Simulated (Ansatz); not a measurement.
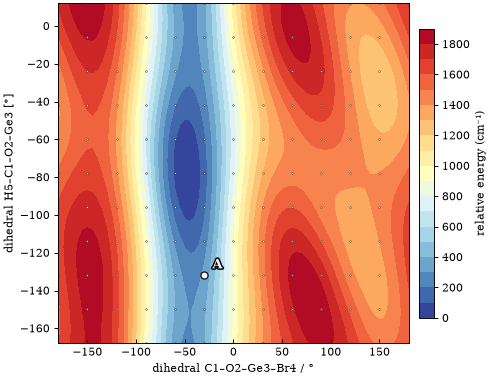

CH4BrGeO, SMILES C[O][GeH][Br], spin multiplicity 2. Coordinates scanned: (1) dihedral C1–O2–Ge3–Br4; (2) dihedral H5–C1–O2–Ge3. Nothing is relaxed (all other coordinates rigid). The grid has 12 × 11 points. All energies are given in cm⁻¹ relative to the relaxed molecule at the same level. Level of theory: UKS PBE0-D4/def2-SVP in Ansatz 0.2.0.

In the figure: filled contours, dots at the grid points, the point A. Between grid points the surface is interpolated.

**Is A at rest? If not, where is it pushed?**

A, at dihedral C1–O2–Ge3–Br4 = −30°, dihedral H5–C1–O2–Ge3 = −132°, is not a stationary point. The computed force is 11 cm⁻¹ for each degree towards smaller values of dihedral C1–O2–Ge3–Br4 and 3.8 cm⁻¹ for each degree towards larger values of dihedral H5–C1–O2–Ge3.
